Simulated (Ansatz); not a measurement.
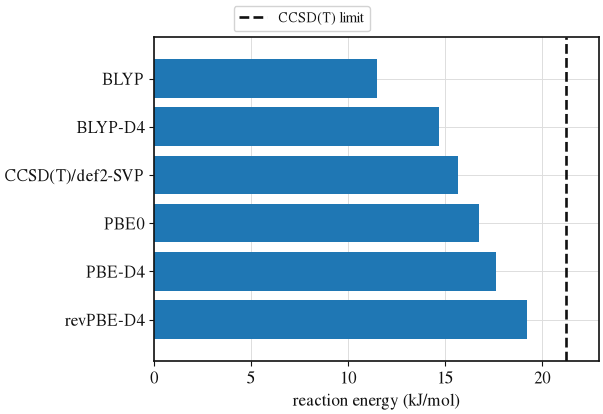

Electronic reaction energy of CH₇GeN (C[NH][GeH3]) + AlH₃O ([OH][AlH2]) → CH₅AlO (C[O][AlH2]) + GeNH₅ ([NH2][GeH3]) (SMILES in brackets) at several levels (functionals in def2-TZVPP unless a basis is named), isolated molecules at PBE0-D4 triple-zeta geometries, minima by their frequencies, no zero-point or thermal terms, the Ansatz code. The line is frozen-core CCSD(T) at the basis limit (MP2 extrapolated from triple and quadruple zeta, plus CCSD(T) less MP2 in a smaller set). No dispersion term is added to BLYP and PBE0. The distance of CCSD(T)/def2-SVP to the limit includes basis error.

> What do zero-point energy and temperature add?

Zero-point change 0.3 kJ/mol; at 298.15 K and 1 bar the CCSD(T) limit plus thermal terms gives an enthalpy of reaction of 22.3 and a free energy of 19.5 kJ/mol (harmonic PBE0-D4 modes, ideal gas).

> What range do the values span, the line included?

From 11.5 kJ/mol (BLYP) to 21.3 kJ/mol (CCSD(T) limit).

Note: no scalar relativity up to krypton; outer-core shells are correlated without core-valence functions, which makes the correlated values less sure.
